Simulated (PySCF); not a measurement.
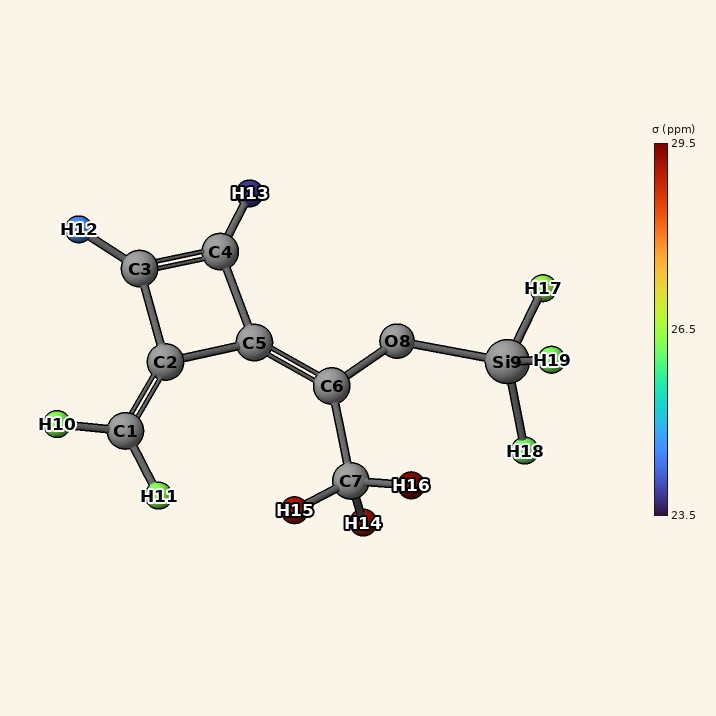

Atoms are coloured by their isotropic NMR shieldings (H only, the others grey). Computed geometry: PBE0-D3(BJ)/def2-SVP optimisation. No frequency run is at hand to confirm it as a minimum. Level of theory: GIAO PBE0/pcSseg-1 NMR shielding, non-relativistic, IEF-PCM benzene (PySCF 2.14.0).

List the isotropic NMR shieldings of the H atoms.

| atom | σ (ppm) |
| --- | --- |
| H10 | 26.27 |
| H11 | 26.28 |
| H12 | 24.62 |
| H13 | 23.85 |
| H14 | 29.15 |
| H15 | 29.06 |
| H16 | 29.35 |
| H17 | 26.38 |
| H18 | 26.16 |
| H19 | 26.20 |
